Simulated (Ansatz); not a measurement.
CsGdMnSe$_{3}$

The calculation's input:

```
crystal:
  lattice:
    - [2.1247858, -7.9066814, 0.0]
    - [2.1247858, 7.9066814, 0.0]
    - [0.0, 0.0, 11.1750038]
  atoms:
    - { symbol: Cs, position: [0.26008, 0.73992, 0.75] }
    - { symbol: Cs, position: [0.73992, 0.26008, 0.25] }
    - { symbol: Gd, position: [0.0, 0.0, 0.5], spin: 7.74 }
    - { symbol: Gd, position: [0.0, 0.0, 0.0], spin: 7.74 }
    - { symbol: Mn, position: [0.54006, 0.45994, 0.75], spin: 4.76 }
    - { symbol: Mn, position: [0.45994, 0.54006, 0.25], spin: 4.76 }
    - { symbol: Se, position: [0.61997, 0.38003, 0.55565] }
    - { symbol: Se, position: [0.38003, 0.61997, 0.05565] }
    - { symbol: Se, position: [0.38003, 0.61997, 0.44435] }
    - { symbol: Se, position: [0.61997, 0.38003, 0.94435] }
    - { symbol: Se, position: [0.9459, 0.0541, 0.75] }
    - { symbol: Se, position: [0.0541, 0.9459, 0.25] }
basis:
  ecutwfc: 420
kpoints:
  mp_grid: { grid: [6, 6, 4] }
hamiltonian:
  xc: pbe
  hubbard:
    sites:
      - { species: Gd, l: f, u_eff: 6.0 }
      - { species: Mn, l: d, u_eff: 3.9 }
scf:
  occupations: { method: gaussian, width: 0.02 }
  lower_state_search: "off"
output:
  forces: true
  stress: true
  eigenvalues: true
  populations: true
  hubbard: { sites: [{ species: Gd, l: f }] }
  write_density: true
  write_potential: true
  elf: true
  volumetric_format: npy
magnetization:
  spin_polarized: true
relax:
  adjacent_minimum: "off"
  f_tol: 0.005
  max_steps: 80
  cell: { stress_tol: 0.05 }
```

Run with:

```sh
ansatz run input.yaml --threads 8 --pin off --max-ram 14336MiB --backend cpu --events-out ev --progress --plain --runs-dir out
```

Below, planes, directions and counts refer to the conventional cell (a = 4.31 Å, b = 16.25 Å, c = 11.30 Å, α = 90.00°, β = 90.00°, γ = 90.00°).

The fields are those of the run's last geometry, not of the input's.

Space group Cmcm; Hubbard U of 6 eV on Gd f and 3.9 eV on Mn d only; spin-polarised.

These are results of Ansatz, DFT PBE+U, scalar-relativistic, plane waves, PAW, not measurements.

Core electrons are frozen (PAW), and the valence fields are smoothed inside the atomic spheres.

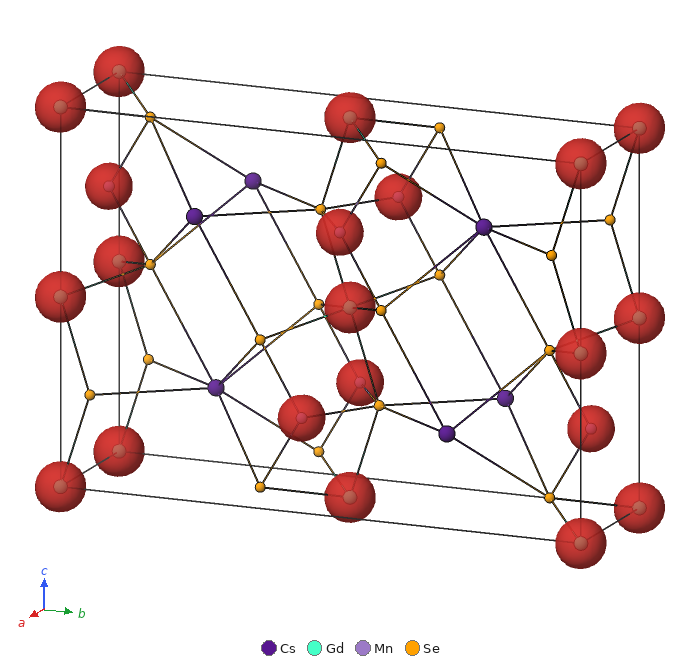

Figure 1. Isosurfaces of the spin density (up minus down) at +0.8 (red) and −0.8 e/Å³ (blue), seen slightly off an axis. Sticks mark near contacts.

Describe the spin distribution.

Answer. The spin density sits on Gd: +7.0 μB (×4); Mn: +4.4 μB (×4) in one cell of 24 atoms: parallel moments (a ferromagnetic arrangement) in this solution. The cell of the calculation (12 atoms) carries 24.0 μB of net spin moment. Only one sign reaches the isovalue.

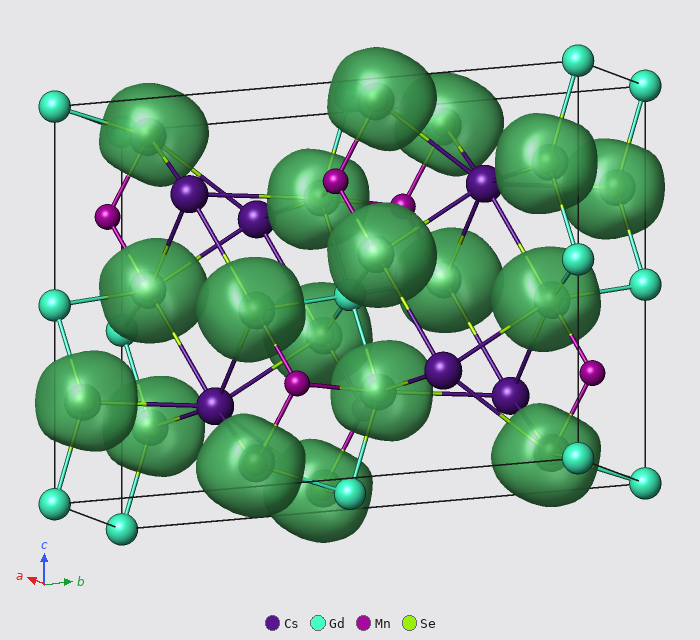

Figure 2. Isosurface of the electron localisation function at 0.6 (green), seen at an oblique angle. Core shells and regions of very low density are left out. Sticks mark near contacts.

Identify the bonds, lone pairs and shells in this picture.

Answer. The ELF exceeds this value in twelve regions wrapped around Se (the valence shell of each), counted in one cell of 24 atoms. Regions shared between cells count once. Along the contacts the grid gives the following. Mn–Se (2.54 Å): the ELF is about 0.50 at the midpoint. Gd–Se (2.93 Å): the ELF is about 0.30 at the midpoint and 0.20 at its lowest between the atoms; no localised pair shows between them.

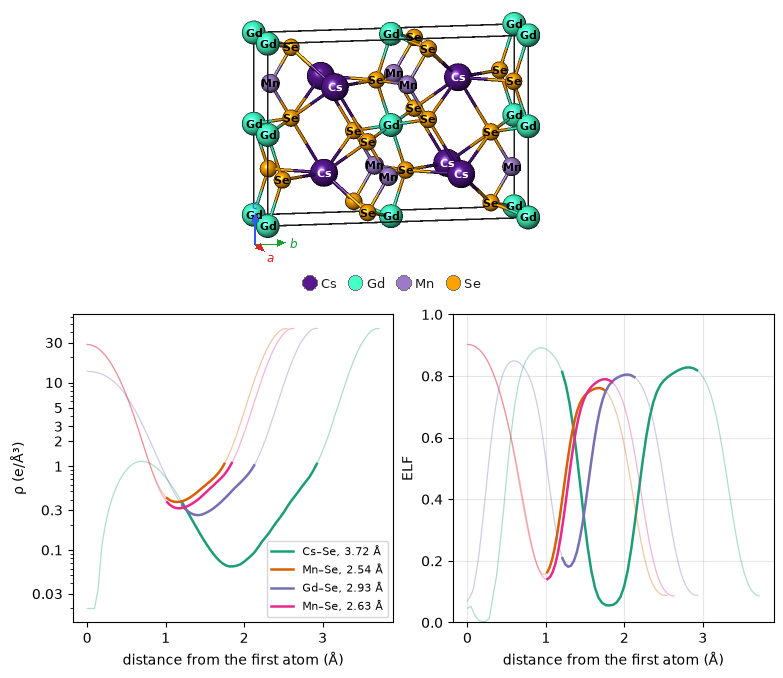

Figure 3. Valence pseudo-density and ELF along straight lines between neighbouring atoms. Thin, pale parts lie inside the atomic spheres. The structure is drawn too.

Compare the contacts.

Answer. Cs–Se (3.72 Å): ρ is about 0.06 e/Å³ halfway; the ELF is about 0.05 at the midpoint (an ionic contact with no shared pair).
Mn–Se (2.54 Å): ρ is about 0.4 e/Å³ halfway; the ELF is about 0.50 at the midpoint.
Gd–Se (2.93 Å): ρ at the midpoint is about 0.27 e/Å³; the ELF is about 0.30 at the midpoint and 0.20 at its lowest between the atoms (no localised pair shows between them).
Mn–Se (2.63 Å): ρ at the midpoint is about 0.35 e/Å³; the ELF is about 0.50 at the midpoint.

Does the calculation make it a metal, or give it a gap?

Answer. It is gapped, with a Kohn–Sham gap of 1.7 eV on the k-point mesh, an upper bound to the gap of this method.
